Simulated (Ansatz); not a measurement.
# GeNH2+ (triplet): correlated methods under varied settings

What do other methods and options give for GeNH2+ (triplet) at this geometry, and how long do they take?

Program: Ansatz 0.2.0, Gaussian basis. Level of theory: the settings change from run to run. These are calculated values, not measurements.

23 further runs of the same task are left out: 2 for a known fault of the program, 9 that didn't finish, 12 set aside as unsound or not needed.

### 1 What is computed

The geometry is a PBE0/def2-TZVP stationary point (not a proven minimum) of the parent state, kept for this charge and spin. No spin-orbit coupling is included. The filled d shell of Ge may be among the frozen orbitals whatever the setting's name suggests; the logs give the count.

4 atoms, charge 1, spin multiplicity 3.

Atoms are counted from 1 here; the program's logs count them from 0.

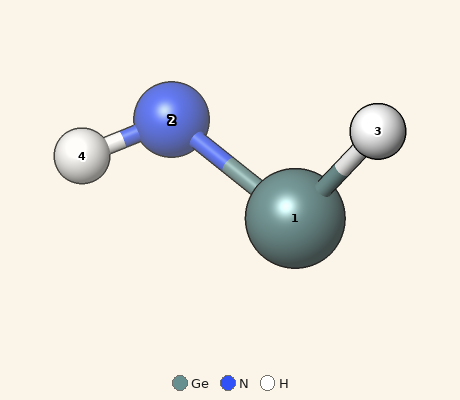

The structure; germanium teal, nitrogen blue, hydrogen white; atoms are numbered from 1 in the order of the file.

### 2 BCCD(T) on ROHF/cc-pVDZ

File in.yaml:

```yaml
crystal:
  periodic: [false, false, false]
  atoms:
    - {symbol: Ge, position_ang: [0.002496, 0.044611, 0.321966]}
    - {symbol: N, position_ang: [-0.074202, -0.171566, -1.595492]}
    - {symbol: H, position_ang: [0.284433, -1.318092, 1.022012]}
    - {symbol: H, position_ang: [0.566824, 0.487213, -2.053874]}
basis:
  gaussian: {orbitals: cc-pVDZ}
total_charge: 1
magnetization: {spin_polarized: false, initial_magnetization: 2}
hamiltonian: {pseudopotentials: {relativity: scalar}}
correlation: {method: bccd_t, electrons: outside_noble_gas}
scf: {lower_state_search: off}
output: {forces: true}
```

Launch:

```bash
ansatz run in.yaml --threads 1 --pin off --events-out ev --progress --plain --max-ram 2393MiB
```

Output (excerpt; [...] marks lines left out):

```text
Functional definition: HF
  name "HF"
  cite "Fock, Z. Phys. 61, 126 (1930) doi:10.1007/BF01340294"
  parent pbe
[...]
551 factors; integrals over basis functions are off by at most 1.1e-3 eV
[...]
mean field -58442.21623527 eV, -2147.7118330892 hartree, gradient 5.1e-6 eV, S^2 2.000000; 0 other end points of the search recorded, 0 dependent functions left out
15 core orbitals not correlated: weight in the atoms' cores, before any rotation towards them, 0.999 or more for the frozen orbitals, at most 0.001 for the correlated occupied ones
reference -58442.21623527 eV, -2147.7118330892 hartree; 6, 4 occupied and 30, 32 virtual orbitals, 551 factors
second order -5.36084110 eV of doubles, -0.15633013 eV of singles
cycle   1  -6.04510683 eV  change   -5.2e-1 eV  update   8.4e-2
[...]
cycle  22  -6.37388282 eV  change    8.1e-8 eV  update   5.6e-7
perturbative correction -0.20078441 eV, -0.0073786908 hartree
[...]
Total energy: -58448.79090250 eV, -2147.9534476534 hartree
Relativity: scalar
Atom 0 at     0.002496     0.044611     0.321966 Å, force    -0.053824     0.194230    -0.109704 eV/Å
Atom 1 at    -0.074202    -0.171566    -1.595492 Å, force    -0.189770    -0.534535     0.829963 eV/Å
Atom 2 at     0.284433    -1.318092     1.022012 Å, force    -0.081744    -0.224402    -0.013521 eV/Å
Atom 3 at     0.566824     0.487213    -2.053874 Å, force     0.325337     0.564707    -0.706738 eV/Å
Dipole moment:     0.173460     0.148216    -0.012978 e Å
Checks for a lower state left out: starts, cluster_reference, orbital_swaps, neighbouring_geometries, increment
```

Wall time 12 s (1 thread of Intel Xeon at 2.50GHz, shared host).

From the report: correlation -6.5747 eV; largest double amplitude 0.04.

### 3 CCSD/6-31G

Changes to in.yaml since step 2:

```diff
@@ -8,8 +8,7 @@
 basis:
-  gaussian: {orbitals: cc-pVDZ}
+  gaussian: {orbitals: 6-31G}
 total_charge: 1
 magnetization: {spin_polarized: false, initial_magnetization: 2}
-hamiltonian: {pseudopotentials: {relativity: scalar}}
-correlation: {method: bccd_t, electrons: outside_noble_gas}
-scf: {lower_state_search: off}
+hamiltonian: {xc: {name: PBE0}}
+correlation: {method: ccsd, electrons: outside_noble_gas}
 output: {forces: true}
```

Same command.

Output (excerpt; [...] marks lines left out):

```text
Functional definition: PBE0
  name "PBE0"
  cite "Adamo & Barone, J. Chem. Phys. 110, 6158 (1999) doi:10.1063/1.478522"
  cite "Perdew, Burke & Ernzerhof, Phys. Rev. Lett. 77, 3865 (1996) doi:10.1103/PhysRevLett.77.3865"
  parent pbe
[...]
446 factors; integrals over basis functions are off by at most 5.2e-4 eV
[...]
mean field -58009.91319470 eV, -2131.8249893739 hartree, gradient 1.9e-6 eV, S^2 2.000000; 2 other end points of the search recorded, 0 dependent functions left out
[...]
15 core orbitals not correlated: weight in the atoms' cores, before any rotation towards them, 0.997 or more for the frozen orbitals, at most 0.003 for the correlated occupied ones
reference -57966.17128471 eV, -2130.2175038310 hartree; 6, 4 occupied and 21, 23 virtual orbitals, 446 factors
second order -3.70413832 eV of doubles, -0.35780656 eV of singles
cycle   1  -4.13762108 eV  change   -7.5e-2 eV  update   8.3e-2
[...]
cycle  21  -4.44616413 eV  change    1.3e-7 eV  update   3.5e-7
[...]
Total energy: -57970.61744884 eV, -2130.3808973490 hartree
Atom 0 at     0.002496     0.044611     0.321966 Å, force    -0.283651     0.451264     0.729731 eV/Å
Atom 1 at    -0.074202    -0.171566    -1.595492 Å, force     0.155292    -0.228642     0.314103 eV/Å
Atom 2 at     0.284433    -1.318092     1.022012 Å, force    -0.014676    -0.558913     0.122928 eV/Å
Atom 3 at     0.566824     0.487213    -2.053874 Å, force     0.143036     0.336291    -1.166763 eV/Å
Dipole moment:     0.216551     0.195428     0.013280 e Å
```

It took 13 s on 1 thread of Intel Xeon at 2.50GHz, shared host.

From the report: correlation -4.4462 eV; T1 0.029; largest double amplitude 0.05. The orbitals are Kohn-Sham ones, so correlation energy and T1 don't compare with those on Hartree-Fock orbitals.

### 4 BCCD(T) on UHF/cc-pVDZ

File in.yaml:

```yaml
crystal:
  periodic: [false, false, false]
  atoms:
    - {symbol: Ge, position_ang: [0.002496, 0.044611, 0.321966]}
    - {symbol: N, position_ang: [-0.074202, -0.171566, -1.595492]}
    - {symbol: H, position_ang: [0.284433, -1.318092, 1.022012]}
    - {symbol: H, position_ang: [0.566824, 0.487213, -2.053874]}
basis:
  gaussian: {orbitals: cc-pVDZ}
total_charge: 1
magnetization: {spin_polarized: true, initial_magnetization: 2}
correlation: {method: bccd_t, electrons: outside_noble_gas}
output: {forces: true}
```

The command is unchanged.

Output (excerpt; [...] marks lines left out):

```text
Functional definition: HF
  name "HF"
  cite "Fock, Z. Phys. 61, 126 (1930) doi:10.1007/BF01340294"
  parent pbe
[...]
551 factors; integrals over basis functions are off by at most 1.1e-3 eV
[...]
mean field -57976.18914484 eV, -2130.5856534003 hartree, gradient 3.7e-6 eV, S^2 2.116457; 6 other end points of the search recorded, 0 dependent functions left out
15 core orbitals not correlated: weight in the atoms' cores, before any rotation towards them, 0.999 or more for the frozen orbitals, at most 0.002 for the correlated occupied ones
reference -57976.18914484 eV, -2130.5856534003 hartree; 6, 4 occupied and 30, 32 virtual orbitals, 551 factors
second order -4.91185940 eV of doubles, -0.00000000 eV of singles
cycle   1  -5.55067536 eV  change   -6.4e-1 eV  update   8.0e-2
[...]
cycle  23  -5.91323704 eV  change    9.0e-8 eV  update   4.7e-7
perturbative correction -0.20070546 eV, -0.0073757895 hartree
[...]
Total energy: -57982.30308733 eV, -2130.8103366427 hartree
Atom 0 at     0.002496     0.044611     0.321966 Å, force    -0.067352     0.210533    -0.155647 eV/Å
Atom 1 at    -0.074202    -0.171566    -1.595492 Å, force    -0.186485    -0.506119     0.845296 eV/Å
Atom 2 at     0.284433    -1.318092     1.022012 Å, force    -0.069784    -0.258569     0.021691 eV/Å
Atom 3 at     0.566824     0.487213    -2.053874 Å, force     0.323621     0.554155    -0.711340 eV/Å
Dipole moment:     0.173376     0.154274     0.002400 e Å
```

Run time: 22 s. Hardware: 1 thread of Intel Xeon at 2.50GHz, shared host.

From the report: ⟨S²⟩ of the determinant 2.116 (pure triplet: 2.00); correlation -6.1139 eV; largest double amplitude 0.04.

### 5 BCCD on UHF/cc-pVDZ

Changes to in.yaml since step 4:

```diff
@@ -11,3 +11,4 @@
 magnetization: {spin_polarized: true, initial_magnetization: 2}
-correlation: {method: bccd_t, electrons: outside_noble_gas}
+correlation: {method: bccd, electrons: outside_noble_gas}
+scf: {lower_state_search: light}
 output: {forces: true}
```

Same command.

Output (excerpt; [...] marks lines left out):

```text
Functional definition: HF
  name "HF"
  cite "Fock, Z. Phys. 61, 126 (1930) doi:10.1007/BF01340294"
  parent pbe
[...]
551 factors; integrals over basis functions are off by at most 1.1e-3 eV
[...]
mean field -57976.18914484 eV, -2130.5856534003 hartree, gradient 3.7e-6 eV, S^2 2.116457; 6 other end points of the search recorded, 0 dependent functions left out
15 core orbitals not correlated: weight in the atoms' cores, before any rotation towards them, 0.999 or more for the frozen orbitals, at most 0.002 for the correlated occupied ones
reference -57976.18914484 eV, -2130.5856534003 hartree; 6, 4 occupied and 30, 32 virtual orbitals, 551 factors
second order -4.91185940 eV of doubles, -0.00000000 eV of singles
cycle   1  -5.55067536 eV  change   -6.4e-1 eV  update   8.0e-2
[...]
cycle  23  -5.91323704 eV  change    9.0e-8 eV  update   4.7e-7
[...]
Total energy: -57982.10238187 eV, -2130.8029608532 hartree
Atom 0 at     0.002496     0.044611     0.321966 Å, force    -0.063910     0.162979    -0.144123 eV/Å
Atom 1 at    -0.074202    -0.171566    -1.595492 Å, force    -0.131159    -0.446251     0.831183 eV/Å
Atom 2 at     0.284433    -1.318092     1.022012 Å, force    -0.077581    -0.214829    -0.003126 eV/Å
Atom 3 at     0.566824     0.487213    -2.053874 Å, force     0.272651     0.498102    -0.683933 eV/Å
Dipole moment:     0.174357     0.156516     0.013803 e Å
```

It took 20 s on 1 thread of Intel Xeon at 2.50GHz, shared host.

From the report: ⟨S²⟩ of the determinant 2.116 (pure triplet: 2.00); correlation -5.9132 eV; largest double amplitude 0.04.

### 6 CCSD on ROHF/cc-pVDZ

Changes to in.yaml since step 5:

```diff
@@ -10,5 +10,4 @@
 total_charge: 1
-magnetization: {spin_polarized: true, initial_magnetization: 2}
-correlation: {method: bccd, electrons: outside_noble_gas}
-scf: {lower_state_search: light}
-output: {forces: true}
+magnetization: {spin_polarized: false, initial_magnetization: 2}
+correlation: {method: ccsd, electrons: outside_noble_gas, diis_vectors: 4}
+scf: {lower_state_search: off}
```

The command is unchanged.

Output (excerpt; [...] marks lines left out):

```text
Functional definition: HF
  name "HF"
  cite "Fock, Z. Phys. 61, 126 (1930) doi:10.1007/BF01340294"
  parent pbe
[...]
551 factors; integrals over basis functions are off by at most 1.1e-3 eV
[...]
mean field -57975.74911717 eV, -2130.5694826818 hartree, gradient 5.0e-6 eV, S^2 2.000000; 0 other end points of the search recorded, 0 dependent functions left out
15 core orbitals not correlated: weight in the atoms' cores, before any rotation towards them, 0.999 or more for the frozen orbitals, at most 0.001 for the correlated occupied ones
reference -57975.74911717 eV, -2130.5694826818 hartree; 6, 4 occupied and 30, 32 virtual orbitals, 551 factors
second order -5.34511794 eV of doubles, -0.14760945 eV of singles
cycle   1  -5.97240464 eV  change   -4.7e-1 eV  update   8.4e-2
[...]
cycle  22  -6.34934473 eV  change   -3.7e-6 eV  update   5.8e-6
Total energy: -57982.09846190 eV, -2130.8028167970 hartree
Checks for a lower state left out: stability, starts, cluster_reference, orbital_swaps, neighbouring_geometries, increment
```

Run time: 2.7 s. Hardware: 1 thread of Intel Xeon at 2.50GHz, shared host.

From the report: correlation -6.3493 eV; T1 0.046; largest double amplitude 0.04.

### 7 HF/cc-pVDZ

Changes to in.yaml since step 6:

```diff
@@ -11,3 +11,4 @@
 magnetization: {spin_polarized: false, initial_magnetization: 2}
-correlation: {method: ccsd, electrons: outside_noble_gas, diis_vectors: 4}
+hamiltonian: {xc: hf}
 scf: {lower_state_search: off}
+output: {orbitals: {seedname: orbitals}}
```

The command is unchanged.

Output:

```text
Functional definition: HF
  name "HF"
  cite "Fock, Z. Phys. 61, 126 (1930) doi:10.1007/BF01340294"
  parent pbe
  exchange = exact_x
  correlation = 0
these checks for a lower state are left out or cut short: stability, starts, cluster_reference, orbital_swaps, neighbouring_geometries, increment
551 factors; integrals over basis functions are off by at most 1.1e-3 eV
mean field evaluation 1: about -57969.8833 eV, gradient 4.0e1 eV
mean field evaluation 2: about -57969.8848 eV, gradient 4.0e1 eV
mean field evaluation 4: about -57974.8850 eV, gradient 1.2e1 eV
mean field evaluation 8: about -57975.7430 eV, gradient 2.9e-1 eV
mean field -57975.74911717 eV, -2130.5694826818 hartree, gradient 5.0e-6 eV, S^2 2.000000; 0 other end points of the search recorded, 0 dependent functions left out
reference -57975.74911717 eV, -2130.5694826818 hartree; 21, 19 occupied and 30, 32 virtual orbitals, 551 factors
Total energy: -57975.74911717 eV, -2130.5694826818 hartree
Checks for a lower state left out: stability, starts, cluster_reference, orbital_swaps, neighbouring_geometries, increment
```

Run time: 1.6 s. Hardware: 1 thread of Intel Xeon at 2.50GHz, shared host.

### 8 NEVPT2(8,7)/cc-pVDZ

Changes to in.yaml since step 7:

```diff
@@ -11,4 +11,3 @@
 magnetization: {spin_polarized: false, initial_magnetization: 2}
-hamiltonian: {xc: hf}
-scf: {lower_state_search: off}
-output: {orbitals: {seedname: orbitals}}
+hamiltonian: {pseudopotentials: {relativity: none}}
+correlation: {method: sc_nevpt2, electrons: outside_noble_gas, active_space: {window: {electrons: 8, orbitals: 7}, states: [{multiplicity: 3, weights: [1, 1]}]}}
```

Same command.

Output (excerpt; [...] marks lines left out):

```text
Functional definition: HF
  name "HF"
  cite "Fock, Z. Phys. 61, 126 (1930) doi:10.1007/BF01340294"
  parent pbe
[...]
995 factors; integrals over basis functions are off by at most 2.0e-7 eV
[...]
mean field -57975.74923945 eV, -2130.5694871756 hartree, gradient 1.7e-6 eV, S^2 2.000000; 6 other end points of the search recorded, 0 dependent functions left out
reference -57975.74923945 eV, -2130.5694871756 hartree; 21, 19 occupied and 30, 32 virtual orbitals, 995 factors
state -57977.01163861 eV, -2130.6158794889 hartree
state -57975.80867040 eV, -2130.5716712228 hartree
state -57977.01163861 eV, -2130.6158794889 hartree; corrected -57981.23174685 eV, -2130.7709656065 hartree
state -57975.80867040 eV, -2130.5716712228 hartree; corrected -57979.93687084 eV, -2130.7233797905 hartree
Total energy: -57980.58430885 eV, -2130.7471726985 hartree
```

Wall time 16 s (1 thread of Intel Xeon at 2.50GHz, shared host).

From the report: 1,225 determinants; active occupations (of the averaged states) 1.99, 1.97, 1.49, 1.42, 1.00, 0.08, 0.04.

### 9 NEVPT2(2,9)/def2-SVP

File in.yaml:

```yaml
crystal:
  periodic: [false, false, false]
  atoms:
    - {symbol: Ge, position_ang: [0.002496, 0.044611, 0.321966]}
    - {symbol: N, position_ang: [-0.074202, -0.171566, -1.595492]}
    - {symbol: H, position_ang: [0.284433, -1.318092, 1.022012]}
    - {symbol: H, position_ang: [0.566824, 0.487213, -2.053874]}
basis:
  gaussian: {orbitals: def2-SVP}
total_charge: 1
magnetization: {spin_polarized: false, initial_magnetization: 2}
correlation: {method: sc_nevpt2, electrons: outside_noble_gas, active_space: {window: {electrons: 2, orbitals: 9}, states: [{multiplicity: 3, weights: [0.5, 1, 0.5]}]}}
```

Launched as before.

Output (excerpt; [...] marks lines left out):

```text
Functional definition: HF
  name "HF"
  cite "Fock, Z. Phys. 61, 126 (1930) doi:10.1007/BF01340294"
  parent pbe
[...]
961 factors; integrals over basis functions are off by at most 1.5e-7 eV
[...]
mean field -57968.02633178 eV, -2130.2856755536 hartree, gradient 2.0e-6 eV, S^2 2.000000; 6 other end points of the search recorded, 0 dependent functions left out
reference -57968.02633178 eV, -2130.2856755536 hartree; 21, 19 occupied and 35, 37 virtual orbitals, 961 factors
state -57967.93115771 eV, -2130.2821779708 hartree
state -57965.20122519 eV, -2130.1818548011 hartree
state -57962.29181778 eV, -2130.0749360510 hartree
state -57967.93115771 eV, -2130.2821779708 hartree; corrected -57973.44337719 eV, -2130.4847483004 hartree
state -57965.20122519 eV, -2130.1818548011 hartree; corrected -57970.92873319 eV, -2130.3923368378 hartree
state -57962.29181778 eV, -2130.0749360510 hartree; corrected -57968.19211413 eV, -2130.2917679426 hartree
Total energy: -57970.87323942 eV, -2130.3902974797 hartree
```

It took 20 s on 1 thread of Intel Xeon at 2.50GHz, shared host.

From the report: 81 determinants; active occupations (of the averaged states) 0.77, 0.72, 0.47, 0.03, 0.00, 0.00, 0.00, 0.00, 0.00.

### 10 CCSDT(Q)/B on UHF/STO-3G

File in.yaml:

```yaml
crystal:
  periodic: [false, false, false]
  atoms:
    - {symbol: Ge, position_ang: [0.002496, 0.044611, 0.321966]}
    - {symbol: N, position_ang: [-0.074202, -0.171566, -1.595492]}
    - {symbol: H, position_ang: [0.284433, -1.318092, 1.022012]}
    - {symbol: H, position_ang: [0.566824, 0.487213, -2.053874]}
basis:
  gaussian: {orbitals: STO-3G}
total_charge: 1
magnetization: {spin_polarized: true, initial_magnetization: 2}
correlation: {method: ccsdt_q_b, electrons: outside_noble_gas}
```

Launched as before.

Output (excerpt; [...] marks lines left out):

```text
Functional definition: HF
  name "HF"
  cite "Fock, Z. Phys. 61, 126 (1930) doi:10.1007/BF01340294"
  parent pbe
[...]
335 factors; integrals over basis functions are off by at most 4.0e-8 eV
[...]
mean field -57317.15409564 eV, -2106.3665620522 hartree, gradient 2.0e-6 eV, S^2 2.146966; 7 other end points of the search recorded, 0 dependent functions left out
determinant -57317.15409564 eV, -2106.3665620522 hartree, with singles and doubles -57319.38853649 eV, -2106.4486762389 hartree
determinant -57315.21848364 eV, -2106.2954296232 hartree, with singles and doubles -57317.71216559 eV, -2106.3870707446 hartree
determinant -57314.90487906 eV, -2106.2839048674 hartree, with singles and doubles -57317.19330964 eV, -2106.3680031402 hartree
determinant -57314.58583394 eV, -2106.2721801757 hartree, with singles and doubles -57317.57320929 eV, -2106.3819641949 hartree
15 core orbitals not correlated, not the lowest: weight in the atoms' cores, before any rotation towards them, 0.938 or more for the frozen orbitals, at most 0.060 for the correlated occupied ones
reference -57317.15409564 eV, -2106.3665620522 hartree; 6, 4 occupied and 4, 6 virtual orbitals, 335 factors
second order -1.39091642 eV of doubles, -0.00000000 eV of singles
cycle   1  -1.79563305 eV  change   -4.0e-1 eV  update   7.4e-2
[...]
cycle  29  -2.31390829 eV  change    8.2e-7 eV  update   6.7e-7
perturbative correction -0.00193527 eV, -0.0000711199 hartree
Total energy: -57319.46993920 eV, -2106.4516677333 hartree
```

It took 6.5 s on 1 thread of Intel Xeon at 2.50GHz, shared host.

From the report: ⟨S²⟩ of the determinant 2.147 (pure triplet: 2.00); correlation -2.3158 eV; T1 0.044; largest double amplitude 0.08.

### 11 The runs in one table

Where basis and cores are those of an earlier UCCSDT(Q)/cc-pVDZ run (-57982.3573 eV), and the state is the same kind, the miss against it is given.

```tsv
level	correlated	functions	energy (eV)	from UCCSDT(Q) (meV)	time
BCCD(T) on ROHF/cc-pVDZ (relativity set)	outside noble gas	51	-58448.7909		12 s
CCSD/6-31G (on PBE0 orbitals)	outside noble gas	42	-57970.6174		13 s
BCCD(T) on UHF/cc-pVDZ	outside noble gas	51	-57982.3031	54.2	22 s
BCCD on UHF/cc-pVDZ	outside noble gas	51	-57982.1024	254.9	20 s
CCSD on ROHF/cc-pVDZ	outside noble gas	51	-57982.0985	258.9	2.7 s
HF/cc-pVDZ		51	-57975.7491	6608.2	1.6 s
NEVPT2(8,7)/cc-pVDZ (mean of several states)	outside noble gas	51	-57980.5843		16 s
NEVPT2(2,9)/def2-SVP (mean of several states)	outside noble gas	56	-57970.8732		20 s
CCSDT(Q)/B on UHF/STO-3G	outside noble gas	25	-57319.4699		6.5 s
```

### 12 Outcome

| quantity | value |
| --- | --- |
| runs | 9 |
| quickest | HF/cc-pVDZ, 1.6 s |
| slowest | BCCD(T) on UHF/cc-pVDZ, 22 s |

What this shows: Total energies in different bases, with other cores or another treatment of relativity can't be set against each other. BCCD(T) on UHF/cc-pVDZ took 14 times as long as HF/cc-pVDZ; the jobs differ in more than the method. Among the correlated runs with a miss given, it spans +54 to +259 meV. Hartree-Fock, CASSCF and CASCI lack dynamic correlation by design.
